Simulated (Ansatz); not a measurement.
# W: random displacements

Aim: for W, compute energies and forces of randomly disturbed cells.

The COD cell was measured well above room temperature, so it is larger than a cold one.

Method: DFT PBEsol, scalar-relativistic, plane waves, PAW, in Ansatz 0.2.0.

1 further run of the same task is left out (set aside as unsound or not needed). Runs told in other sessions of the task aren't counted.

## 1. Starting point

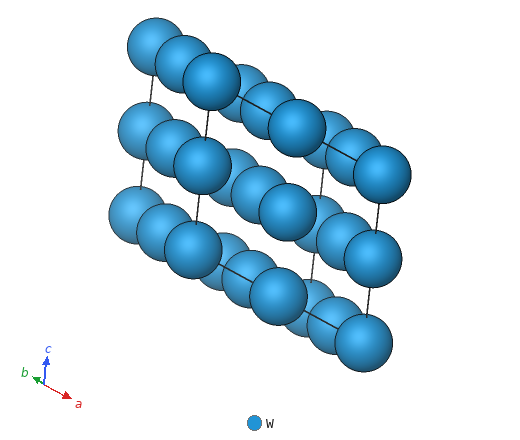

Start, viewed slightly off an axis; tungsten blue. Atoms on the faces are drawn again on the opposite ones.

As a file:

```cif
data_structure
_symmetry_space_group_name_H-M 'Im-3m'
_symmetry_Int_Tables_number 229
_cell_length_a 3.1946
_cell_length_b 3.1946
_cell_length_c 3.1946
_cell_angle_alpha 90.000
_cell_angle_beta 90.000
_cell_angle_gamma 90.000
_cell_volume 32.60
loop_
_atom_site_label
_atom_site_type_symbol
_atom_site_symmetry_multiplicity
_atom_site_Wyckoff_symbol
_atom_site_fract_x
_atom_site_fract_y
_atom_site_fract_z
_atom_site_occupancy
W1 W 2 a 0.00000 0.00000 0.00000 1
```

The cell is taken as given, not relaxed at this level.

## 2. Zero of energy

The cell is repeated 8 times, 8 atoms in all. Reference values: F = -82052.3939 eV; pressure -11.46 GPa; largest force 0.000 eV/Å; gap on the mesh none (metal). It was computed beforehand with the settings of the runs below.

## 3. Next: random displacements

All atoms are moved at random with no net shift, in some cells together with a random strain.

## 4. rms move = 0.040 Å

Input file input.yaml:

```yaml
crystal:
  lattice:
    - [3.2259459439, 3.2320305879, -3.2134941984]
    - [-3.1915304292, -3.1902890117, -3.1373371075]
    - [-3.2313548673, 3.1956979351, 3.1717526222]
  atoms:
    - { symbol: W, position: [-0.0014994064, 0.4937053932, -0.0050302734] }
    - { symbol: W, position: [0.502841363, 0.5020687274, -0.001358566] }
    - { symbol: W, position: [0.0029551585, 0.501733039, 0.5068697469] }
    - { symbol: W, position: [0.4981265447, 0.505437117, 0.5021320624] }
    - { symbol: W, position: [0.0002762264, -0.0108863381, -0.002469217] }
    - { symbol: W, position: [0.5025800629, 0.0140815466, 0.003295368] }
    - { symbol: W, position: [-0.0037213148, -0.0049572233, 0.4957759755] }
    - { symbol: W, position: [0.4984413658, -0.0011822619, 0.5007849035] }
basis:
  ecutwfc: 420
kpoints:
  mp_grid: { grid: [10, 10, 10] }
hamiltonian:
  xc: pbesol
scf:
  occupations: { method: gaussian, width: 0.15 }
output:
  forces: true
  stress: true
  eigenvalues: true
```

The run is started by

```
$ ansatz run input.yaml --threads 2 --pin off --max-ram 5120MiB --backend cpu --events-out ev --progress --plain --runs-dir out
```

Log, cut to the lines that bear on the results:

```text
Warning: RAYON_NUM_THREADS=2 ignored (pool sized by the plan → 2); use --threads N
[...]
Pseudopotentials: kind: paw
Pseudopotential: W, paw, valence charge 14, recommended cutoff 420 eV (normal), W.paw.azcp
Functional definition: PBEsol
[...]
Crystal: 8 atoms, lattice volume = 131.086 Å³
Basis set: ecut = 420 eV, 2561 PW (Γ), exchange–correlation on 80×80×80 points (8 copies of the dense FFT grid, shifted against one another)
Bands: 68, of which v1, the nominal top of the filled ones, is band 56 counted from 1 (55 counted from 0)
Symmetry: 1 space group operations
Space group: P1 (ITA 1), of the structure as read, at distance tolerance 5.1e-5 Å
k-points: 504 of 1000 (time reversal used)
[...]
SCF iter   1: F=—  HF=-82052.225428 eV  |F-HF|=—  |Δ(HF+E_count)|=         —  Δρ=2.19e-3  dr2=1.87e-3  ethr=1.77e-3  ⟨swp⟩=4.2  Hψ=122640  notcnv=0
[...]
SCF iter   6: F=-82052.225457 eV  HF=-82052.225457 eV  |F-HF|=2.62e-10  |Δ(HF+E_count)|=   2.33e-9  Δρ=6.97e-7  dr2=4.48e-10  ethr=1.05e-11  ⟨swp⟩=5.7  Hψ=100005  notcnv=0
[...]
SCF converged after 6 iterations
Free energy (F): -82052.225457 eV
[...]
E sigma→0 (E₀):  -82052.208715 eV
Entropy (-TS):   -0.033484 eV (-4.185 meV/atom)
Fermi energy:    21.632928 eV
[...]
--- Forces (eV/Å), atoms counted from 1 ---
  atom   1  W     -0.23062539     0.25583154    -0.11989737
  atom   2  W     -0.26900428    -0.10295156     0.27562594
  atom   3  W      0.37941980    -0.37800606    -0.09248440
  atom   4  W      0.38977436     0.15310739     0.20498824
  atom   5  W     -0.74529590    -0.40132085    -0.45544865
  atom   6  W      0.53883261     0.50904725     0.59464476
  atom   7  W     -0.14811526     0.09499187    -0.20415467
  atom   8  W      0.08501398    -0.13069956    -0.20327375
[...]
--- Stress (GPa, compression-positive) ---
      -13.492693       0.287914       1.393806
        0.287914     -13.891629       1.659488
        1.393806       1.659488      -9.949271
  P = ⅓ Tr σ = -12.4445 GPa (-124.445 kbar)
--- Band table (eV; the first three rows and the last of 504) ---
[...]
```

Run time: 3.3 min. Hardware: 2 threads of Arm Neoverse V1, shared host; peak memory 2.7 GiB.

## 5. Point rms move = 0.050 Å

Input file input.yaml:

```yaml
crystal:
  lattice:
    - [3.1559526584, 3.1353255703, -3.1065416315]
    - [-3.1492536236, -3.1839593732, -3.1484763996]
    - [-3.1915003986, 3.2195071134, 3.1551754344]
  atoms:
    - { symbol: W, position: [0.0101908686, 0.5009487775, 0.0112596812] }
    - { symbol: W, position: [0.4981744857, 0.5090116194, 0.0102507629] }
    - { symbol: W, position: [-0.0005504203, 0.505979179, 0.5022940773] }
    - { symbol: W, position: [0.4969432367, 0.5001267234, 0.494258405] }
    - { symbol: W, position: [0.0004637118, 0.0068431071, 0.0028472783] }
    - { symbol: W, position: [0.5000412503, -0.0038466301, -0.0018211766] }
    - { symbol: W, position: [-0.0072278946, -0.0110656618, 0.4855031963] }
    - { symbol: W, position: [0.5019647617, -0.0079971145, 0.4954077755] }
basis:
  ecutwfc: 420
kpoints:
  mp_grid: { grid: [10, 10, 10] }
hamiltonian:
  xc: pbesol
scf:
  occupations: { method: gaussian, width: 0.15 }
output:
  forces: true
  stress: true
  eigenvalues: true
```

The run is started by

```
$ ansatz run input.yaml --threads 2 --pin off --max-ram 5120MiB --backend cpu --events-out ev --progress --plain --runs-dir out
```

Log, cut to the lines that bear on the results:

```text
[...]
SCF converged after 6 iterations
Free energy (F): -82052.265498 eV
[...]
E sigma→0 (E₀):  -82052.246702 eV
Entropy (-TS):   -0.037593 eV (-4.699 meV/atom)
Fermi energy:    22.628603 eV
[...]
--- Forces (eV/Å), atoms counted from 1 ---
  atom   1  W      0.14923256    -1.69550074     0.22066844
  atom   2  W      2.02814474    -0.13795031    -0.19473178
  atom   3  W      0.30496229     0.39685843     0.53067702
  atom   4  W     -0.21115733     1.17060001     0.56231430
  atom   5  W      0.79855908     0.23907727     0.30672925
  atom   6  W     -0.49697278    -0.50389437    -0.29695920
  atom   7  W     -1.19344071     0.78716094    -0.69387448
  atom   8  W     -1.37932666    -0.25635152    -0.43482333
[...]
--- Stress (GPa, compression-positive) ---
       -1.028854       1.745414       0.393312
        1.745414      -1.927148      -2.303675
        0.393312      -2.303675       3.156806
  P = ⅓ Tr σ = 0.0669 GPa (0.669 kbar)
--- Band table (eV; the first three rows and the last of 504) ---
[...]
```

It took 3.2 min on 2 threads of Arm Neoverse V1, shared host; peak memory 2.7 GiB.

## 6. rms move = 0.044 Å

Input file input.yaml:

```yaml
crystal:
  lattice:
    - [3.2607505536, 3.0429636027, -3.0573474588]
    - [-3.2855464617, -3.0835299827, -3.1227097468]
    - [-3.2082689291, 3.0310483582, 3.0979138388]
  atoms:
    - { symbol: W, position: [0.0092051014, 0.5078881507, 0.0076923574] }
    - { symbol: W, position: [0.5024011304, 0.5058043138, 0.0015576246] }
    - { symbol: W, position: [-0.0095777113, 0.503931377, 0.5072270085] }
    - { symbol: W, position: [0.5087035833, 0.4980332899, 0.498046372] }
    - { symbol: W, position: [-0.0067468271, -0.0055352846, -0.0060609981] }
    - { symbol: W, position: [0.5009067595, -0.0027275606, -0.0005142233] }
    - { symbol: W, position: [-0.0021796683, -0.0005993059, 0.4988343239] }
    - { symbol: W, position: [0.4972876321, -0.0067949804, 0.493217535] }
basis:
  ecutwfc: 420
kpoints:
  mp_grid: { grid: [10, 10, 10] }
hamiltonian:
  xc: pbesol
scf:
  occupations: { method: gaussian, width: 0.15 }
output:
  forces: true
  stress: true
  eigenvalues: true
  write_density: true
  write_potential: true
  elf: true
  volumetric_format: npy
```

The run is started by

```
$ ansatz run input.yaml --threads 2 --pin off --max-ram 5120MiB --backend cpu --events-out ev --progress --plain --runs-dir out
```

Log, cut to the lines that bear on the results:

```text
Warning: RAYON_NUM_THREADS=2 ignored (pool sized by the plan → 2); use --threads N
[...]
Pseudopotentials: kind: paw
Pseudopotential: W, paw, valence charge 14, recommended cutoff 420 eV (normal), W.paw.azcp
Functional definition: PBEsol
[...]
Crystal: 8 atoms, lattice volume = 121.866 Å³
Basis set: ecut = 420 eV, 2349 PW (Γ), exchange–correlation on 80×80×80 points (8 copies of the dense FFT grid, shifted against one another)
Bands: 68, of which v1, the nominal top of the filled ones, is band 56 counted from 1 (55 counted from 0)
Symmetry: 1 space group operations
Space group: P1 (ITA 1), of the structure as read, at distance tolerance 5.0e-5 Å
k-points: 504 of 1000 (time reversal used)
[...]
SCF iter   1: F=—  HF=-82051.917747 eV  |F-HF|=—  |Δ(HF+E_count)|=         —  Δρ=3.09e-3  dr2=5.57e-3  ethr=1.77e-3  ⟨swp⟩=4.5  Hψ=124516  notcnv=0
[...]
SCF iter   6: F=-82051.916617 eV  HF=-82051.916617 eV  |F-HF|=1.09e-9  |Δ(HF+E_count)|=   1.81e-8  Δρ=1.86e-6  dr2=2.23e-9  ethr=6.00e-11  ⟨swp⟩=10.5  Hψ=219704  notcnv=0
[...]
SCF converged after 6 iterations
Free energy (F): -82051.916617 eV
[...]
E sigma→0 (E₀):  -82051.895557 eV
Entropy (-TS):   -0.042121 eV (-5.265 meV/atom)
Fermi energy:    23.496858 eV
[...]
--- Forces (eV/Å), atoms counted from 1 ---
  atom   1  W      0.25943190    -0.23082290     1.04162620
  atom   2  W      0.72052181    -0.05464289     0.47454219
  atom   3  W      1.39948506     0.64468815    -0.96781030
  atom   4  W     -0.70596390    -0.84294357     1.19230363
  atom   5  W     -0.53113233     0.42145077    -0.67121297
  atom   6  W     -0.18093120    -0.52481646    -0.45526192
  atom   7  W     -0.15314721     0.28719729    -0.64577250
  atom   8  W     -0.80826374     0.29988913     0.03158618
[...]
--- Stress (GPa, compression-positive) ---
       -1.039925      -2.526050      -1.350440
       -2.526050      21.251801      -2.038676
       -1.350440      -2.038675      14.649054
  P = ⅓ Tr σ = 11.6203 GPa (116.203 kbar)
--- Band table (eV; the first three rows and the last of 504) ---
[...]
```

It took 4.9 min on 2 threads of Arm Neoverse V1, shared host; peak memory 2.6 GiB.

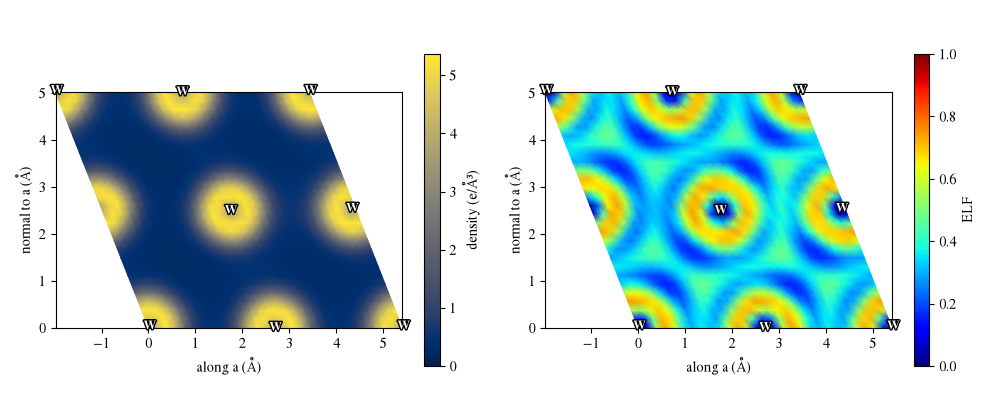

Density (left) and ELF (right) in a lattice plane of the grid's cell (edges 5.41 and 5.39 Å, at 0.498 of the third edge), which holds W. Only atoms in the plane are labelled. Both are smooth fields of the valence electrons: close to the nuclei they are not physical.

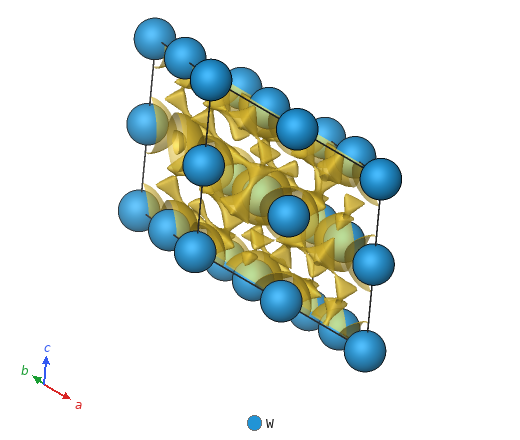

Surface of ELF = 0.47, drawn in one cell.

Outside the cores ELF peaks at 0.53 between the atoms, 1.7 Å from W.

## 7. rms move = 0.575 Å

Input file input.yaml:

```yaml
crystal:
  lattice:
    - [3.1946, 3.1946, -3.1946]
    - [-3.1946, -3.1946, -3.1946]
    - [-3.1946, 3.1946, 3.1946]
  atoms:
    - { symbol: W, position: [0.0483454071, 0.4216669448, 0.0682594833] }
    - { symbol: W, position: [0.6316575017, 0.5998422927, 0.1229756757] }
    - { symbol: W, position: [-0.0930126498, 0.4779758939, 0.4253477114] }
    - { symbol: W, position: [0.5670589037, 0.6228932781, 0.4870259775] }
    - { symbol: W, position: [-0.0629893329, -0.0672928631, -0.0659681066] }
    - { symbol: W, position: [0.4741141746, -0.0343665363, -0.0943716717] }
    - { symbol: W, position: [0.0227414593, 0.0966550452, 0.5840264612] }
    - { symbol: W, position: [0.4120845362, -0.1173740553, 0.4727044692] }
basis:
  ecutwfc: 420
kpoints:
  mp_grid: { grid: [10, 10, 10] }
hamiltonian:
  xc: pbesol
scf:
  occupations: { method: gaussian, width: 0.15 }
output:
  forces: true
  stress: true
  eigenvalues: true
```

The run is started by

```
$ ansatz run input.yaml --threads 2 --pin off --max-ram 5120MiB --backend cpu --events-out ev --progress --plain --runs-dir out
```

Log, cut to the lines that bear on the results:

```text
Warning: RAYON_NUM_THREADS=2 ignored (pool sized by the plan → 2); use --threads N
[...]
Pseudopotentials: kind: paw
Pseudopotential: W, paw, valence charge 14, recommended cutoff 420 eV (normal), W.paw.azcp
Functional definition: PBEsol
[...]
Crystal: 8 atoms, lattice volume = 130.410 Å³
Basis set: ecut = 420 eV, 2491 PW (Γ), exchange–correlation on 80×80×80 points (8 copies of the dense FFT grid, shifted against one another)
Bands: 68, of which v1, the nominal top of the filled ones, is band 56 counted from 1 (55 counted from 0)
Symmetry: 1 space group operations
Space group: P1 (ITA 1), of the structure as read, at distance tolerance 5.1e-5 Å
k-points: 504 of 1000 (time reversal used)
[...]
SCF iter   1: F=—  HF=-82030.828630 eV  |F-HF|=—  |Δ(HF+E_count)|=         —  Δρ=1.47e-2  dr2=5.08e-1  ethr=1.77e-3  ⟨swp⟩=4.7  Hψ=125070  notcnv=0
[...]
SCF iter   7: F=-82030.723970 eV  HF=-82030.723970 eV  |F-HF|=3.36e-8  |Δ(HF+E_count)|=   2.17e-7  Δρ=5.29e-6  dr2=6.58e-8  ethr=8.93e-11  ⟨swp⟩=11.9  Hψ=160502  notcnv=0
[...]
SCF converged after 7 iterations
Free energy (F): -82030.723970 eV
[...]
E sigma→0 (E₀):  -82030.690171 eV
Entropy (-TS):   -0.067598 eV (-8.450 meV/atom)
Fermi energy:    21.487164 eV
[...]
--- Forces (eV/Å), atoms counted from 1 ---
  atom   1  W      3.90200072    -6.77297275    -1.74146095
  atom   2  W      8.16144064    -9.50455831    -6.64147938
  atom   3  W      0.41094057     8.25003136     2.01817555
  atom   4  W     12.17140354    14.25945590    18.82815693
  atom   5  W     -2.96811107    10.13146140    -0.94687681
  atom   6  W     -7.55163910     4.44314068     5.59117513
  atom   7  W      1.17767320     0.35776759    -3.69739150
  atom   8  W    -15.30373408   -21.16425632   -13.41034444
[...]
--- Stress (GPa, compression-positive) ---
       92.552747       2.943648      -6.476624
        2.943647      78.375340       8.864106
       -6.476624       8.864107      42.549562
  P = ⅓ Tr σ = 71.1592 GPa (711.592 kbar)
--- Band table (eV; the first three rows and the last of 504) ---
[...]
```

Wall time 3.9 min (2 threads of Arm Neoverse V1, shared host); peak memory 2.7 GiB.

## 8. rms move = 0.379 Å

Input file input.yaml:

```yaml
crystal:
  lattice:
    - [3.1946, 3.1946, -3.1946]
    - [-3.1946, -3.1946, -3.1946]
    - [-3.1946, 3.1946, 3.1946]
  atoms:
    - { symbol: W, position: [0.0427440774, 0.5401797068, 0.0224639953] }
    - { symbol: W, position: [0.503297894, 0.4937031194, 0.0590561478] }
    - { symbol: W, position: [-0.093959199, 0.46051008, 0.5023520555] }
    - { symbol: W, position: [0.5892564516, 0.5717834964, 0.4955590803] }
    - { symbol: W, position: [-0.0912949719, -0.0755123284, -0.0833935233] }
    - { symbol: W, position: [0.4688916733, 0.0211927005, -0.0302784436] }
    - { symbol: W, position: [0.072816926, 0.0099964531, 0.5431018938] }
    - { symbol: W, position: [0.5082471486, -0.0218532277, 0.4911387942] }
basis:
  ecutwfc: 420
kpoints:
  mp_grid: { grid: [10, 10, 10] }
hamiltonian:
  xc: pbesol
scf:
  occupations: { method: gaussian, width: 0.15 }
output:
  forces: true
  stress: true
  eigenvalues: true
```

The run is started by

```
$ ansatz run input.yaml --threads 2 --pin off --max-ram 5120MiB --backend cpu --events-out ev --progress --plain --runs-dir out
```

Log, cut to the lines that bear on the results:

```text
[...]
SCF converged after 7 iterations
Free energy (F): -82039.087421 eV
[...]
E sigma→0 (E₀):  -82039.052145 eV
Entropy (-TS):   -0.070552 eV (-8.819 meV/atom)
Fermi energy:    21.470750 eV
[...]
--- Forces (eV/Å), atoms counted from 1 ---
  atom   1  W      0.12242426    -0.21718515     3.09344738
  atom   2  W      5.33904245    -7.72271584    -6.90812320
  atom   3  W     11.55600861    10.82507849    -6.84217977
  atom   4  W     -5.66497908   -10.22087131    17.06228325
  atom   5  W    -10.87157679     9.19388101    -5.10244842
  atom   6  W      1.79068980     3.10192453     2.20190425
  atom   7  W     -0.20220590    -3.16921360    -1.06382668
  atom   8  W     -2.06941681    -1.79091898    -2.44106566
[...]
--- Stress (GPa, compression-positive) ---
       51.371707      -5.178824      -2.192167
       -5.178824      51.039526      -5.784773
       -2.192167      -5.784773      16.285807
  P = ⅓ Tr σ = 39.5657 GPa (395.657 kbar)
--- Band table (eV; the first three rows and the last of 504) ---
[...]
```

Run time: 3.7 min. Hardware: 2 threads of Arm Neoverse V1, shared host; peak memory 2.7 GiB.

## 9. All points together

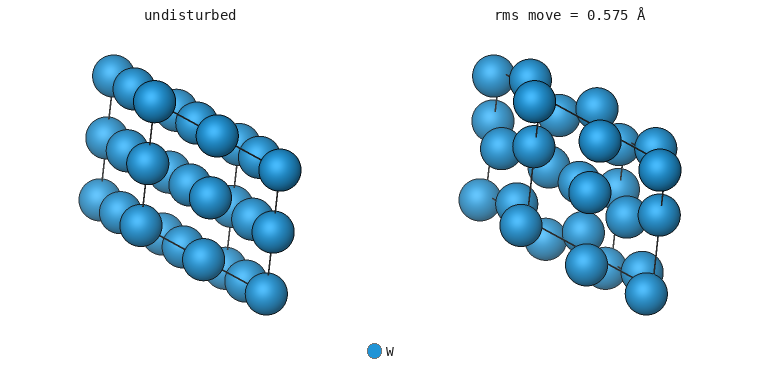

The undisturbed cell and the costliest point of the scan, at one scale, with neighbouring cells.

All points in order; energies are free energies above the reference cell:

```
rms move (Å)  ΔE (meV/atom)  largest force (eV/Å)  shortest distance (Å)  pressure (GPa)
       0.000            0.0                  0.00                   2.77           -11.5
       0.040           21.1                  0.96                   2.69           -12.4
       0.044           59.7                  1.82                   2.58            11.6
       0.050           16.1                  2.04                   2.63             0.1
       0.379         1663.3                 20.68                   2.04            39.6
       0.575         2708.7                 29.36                   1.91            71.2
```

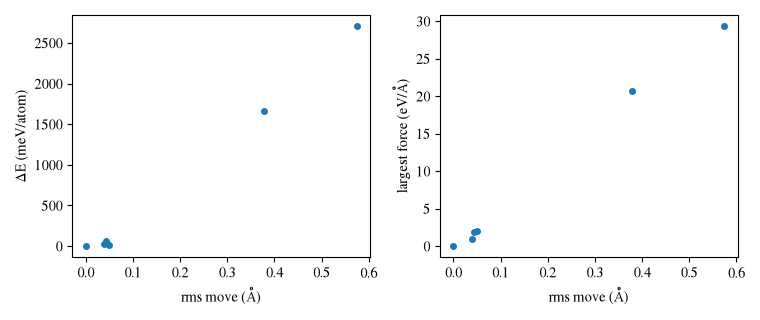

ΔE and largest force along the scan.

## 10. Summary of results

| quantity | value |
| --- | --- |
| costliest cell | 2708.7 meV/atom at an rms move of 0.575 Å |

In words: The cost runs from 16.1 to 2708.7 meV/atom. Energy over the square of the rms move lies between 6.5 and 30.8 eV/Å² per atom; a harmonic solid under isotropic random moves would keep it roughly constant, while strain and close contacts change it. The runs treat W without spin-orbit coupling. Where forces pass 15 eV/Å atoms stand far too close, the PAW spheres overlap strongly and those numbers are rough.
